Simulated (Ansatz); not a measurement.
**Effect of H interstitial (started 1.97 Å from the nearest host atom) on TiS2**

The parent structure is a 9-atom supercell of TiS2 in the CdI2 type structure (space group P-3m1, No. 164; a = 3.360 Å, c = 5.523 Å; layered, stacked along the Cartesian z axis) at its relaxed geometry.

One thing is altered: one H atom is added in an open site, starting 1.97 Å from the nearest host atom, atoms relaxed at fixed cell, starting from a slightly rattled geometry.

Computed with plane-wave PAW DFT at the PBE-D3(BJ) level (Ansatz, an electronic-structure program, 420 eV), scalar-relativistic without spin-orbit coupling, earlier PAW set. k-mesh 8×8×8 (Γ-centred); smearing 0.05 eV (Fermi–Dirac).

```csv
quantity,base,changed,shift
pressure,0.0 GPa,2.4 GPa,+2.4 GPa
largest displacement of a host atom from its site in the perfect cell,–,0.14 Å,–
final site of the added atom,–,1 S at 1.36 Å,–
```

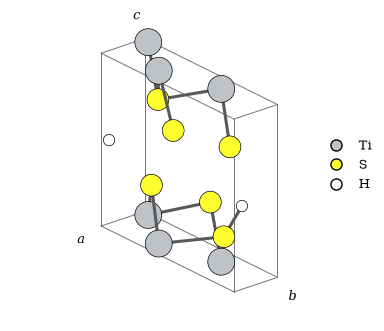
Figure: The relaxed cell after the change

In so small a cell the defect repeats every few ångströms: this is an ordered compound, not a dilute defect. All final runs are without spin polarisation. The defect cell is not spin-polarised.
